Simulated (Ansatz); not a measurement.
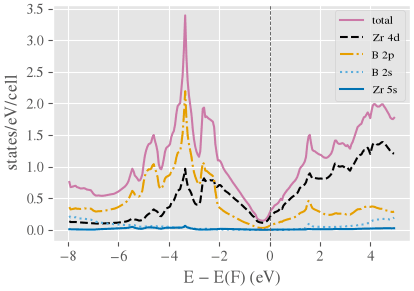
Fig. 1. Total and projected density of states of ZrB2 in space group P6/mmm (No. 191; Zr on 1a, B on 2d), PBE (plane waves, PAW; program Ansatz)

Problem. Which orbitals carry the states next to the Fermi level?

Solution. Within 0.5 eV of the Fermi level: Zr 4d 73 %, B 2p 25 %. Projections are on Löwdin-orthogonalised atomic valence shells; empty p or d shells of many metals are not among them.

Problem. Where is the tallest occupied peak in this window, and what makes it?

Solution. Near -3.3 eV, about 3.4 states/eV per cell; the largest projected share is B 2p.

The PBE relaxation kept the symmetry of its start. No spin polarisation was allowed. Scalar-relativistic: spin–orbit coupling is off unless named, which matters more the heavier the elements.

Potentials: the later of the program's two PAW sets.
